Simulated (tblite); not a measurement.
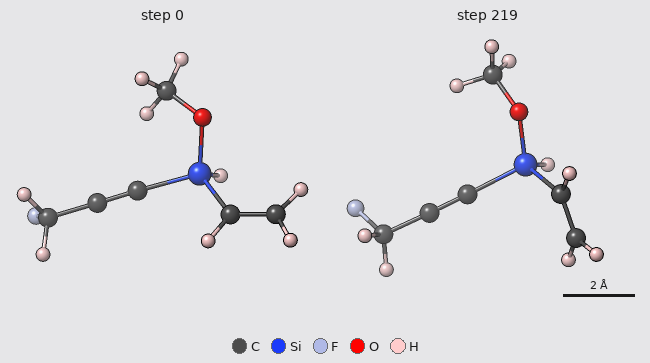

The structure of C$_{6}$H$_{9}$FOSi before (left) and after (right) a relaxation, at one scale.

The picture is a ball-and-stick view, seen from a free direction.

Computed with GFN2-xTB geometry optimisation, gas phase in tblite 0.8.0. 

Summarise the run.

Answer. The energy falls by 61.8 kJ/mol in 219 geometry steps. The largest move after the best rigid fit is that of an H atom, 2.62 Å. Largest moves by element: H 2.62 Å, C 0.98 Å, F 0.49 Å, O 0.29 Å, Si 0.26 Å. Some distances before and after: O–Si 1.720 → 1.624 Å, C–H 1.130 → 1.097 Å, C–Si 1.847 → 1.877 Å, C–Si 1.834 → 1.863 Å. Bond angles that change, for instance: Si–O–C 109.0° → 128.5°, C–Si–O 109.5° → 102.0°, H–C–H 105.3° → 110.3°. Groups turn about C–Si by about 110°, C–O by about 55°.
